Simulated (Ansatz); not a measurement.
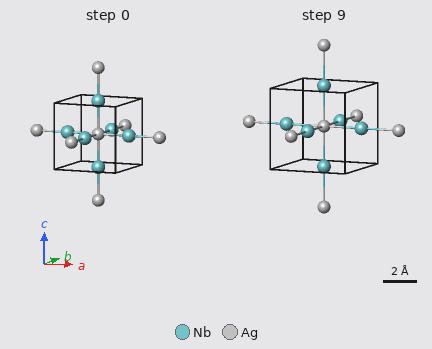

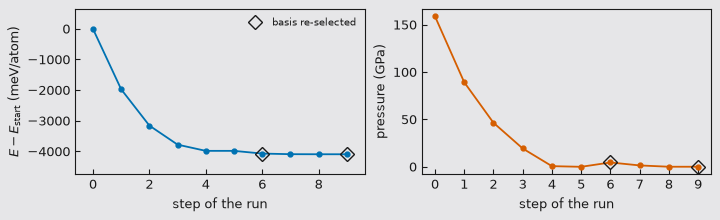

First and last geometry of a relaxation of crystalline Nb$_{3}$Ag (a generated structure, set up in Pm-3m) (coarse preliminary run), with the history of the run. A ball-and-stick model of the cell of the calculation, seen slightly off an axis.

Computed with DFT PBE, scalar-relativistic, plane waves, PAW (Ansatz 0.2.0). Settings: plane-wave cutoff 420 eV; k-point mesh 4 × 4 × 4; occupations gaussian; smearing width 0.1 eV; no spin polarisation; cell and atoms relaxed; force threshold 0.04 eV/Å; at most 70 steps.

Read the history and describe the run.

Answer. It converged. The atoms keep their places relative to the cell (all moves are under 0.005 Å). The volume changes by +81.9 %, with a = b = c 4.088 → 4.990 Å (+22.1 %). Among the contacts that change: Nb–Nb 2.891 → 3.528 Å, Ag–Nb 2.044 → 2.495 Å. The space group stays Pm-3m (No. 221). After 7 accepted moves (9 points after the start) the energy has fallen by 4093 meV per atom. All forces vanish by symmetry, so only the cell relaxes. The pressure goes from 158.93 to 0.02 GPa. At 2 points the geometry stayed and the basis and grid were re-selected for the new cell (energy shift of 88.2 meV per atom at most each time). Cost: 18 s on 1 thread of Arm Neoverse V2 (shared host), peak memory 0.38 GiB.

Limits of the set-up: the k-point mesh is coarse for a cell with partly filled bands.
